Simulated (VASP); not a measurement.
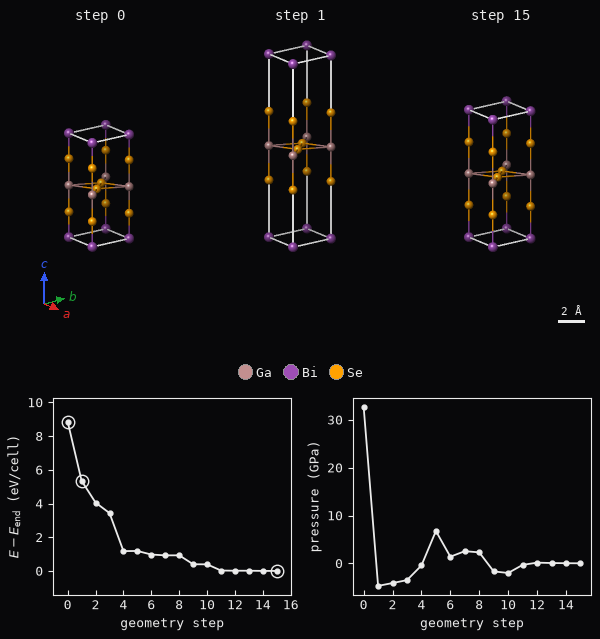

Frames of a relaxation of a crystal of GaBiSe4 (a generated structure, set up in P6/mmm), marked on the history of the run. A ball-and-stick model of the cell of the calculation, seen slightly off an axis.

The run lets cell and atoms move.

These are results of Kohn-Sham DFT of a periodic cell, PBE, VASP PAW PBE potentials, recommended (VASP 6.6.1), not measurements.

Input file:
```
PREC = Normal
ENCUT = 520
EDIFF = 1E-4
ISMEAR = 0
SIGMA = 0.15
LREAL = F
LASPH = T
NELM = 60
ALGO = Fast
ISIF = 3
LWAVE = F
LCHARG = F
GGA = PE
IBRION = 2
NSW = 24
EDIFFG = -0.08
```

Launched with:
```bash
cat potpaw_PBE.64/Ga_d/POTCAR potpaw_PBE.64/Bi_d/POTCAR potpaw_PBE.64/Se/POTCAR > POTCAR
mpirun -np 1 vasp_std > vasp.out
```

Question: Describe the path.

Answer: The energy falls by 8.858 eV per cell of the calculation in 15 geometry steps. The largest force component goes from 12 to 0.02 eV/Å. Pressure: 32.72 GPa at the start and 0.01 GPa at the end. The largest moves relative to the cell, 0.090 Å, are those of Se atoms. Ga and Bi stay in place. The volume changes by +28.5 %, with a = b 4.806 → 4.921 Å (+2.4 %), c 8.359 → 10.243 Å (+22.5 %). Near-neighbour distances that change, for instance: Bi–Se 2.039 → 2.589 Å, Ga–Se 2.140 → 2.532 Å, Se–Se 2.775 → 2.841 Å, Ga–Se 2.775 → 2.841 Å. The space group stays P6/mmm (No. 191). The volume changes by over a tenth within one run on a fixed set of plane waves, so the end point should be relaxed again from the new cell. From step 0 to 1: Se atoms move most (1.01 Å), volume +87.2 %, energy −3.510 eV per cell of the calculation. From step 1 to 15: Se atoms move most (0.61 Å), volume −31.4 %, energy −5.348 eV per cell of the calculation.
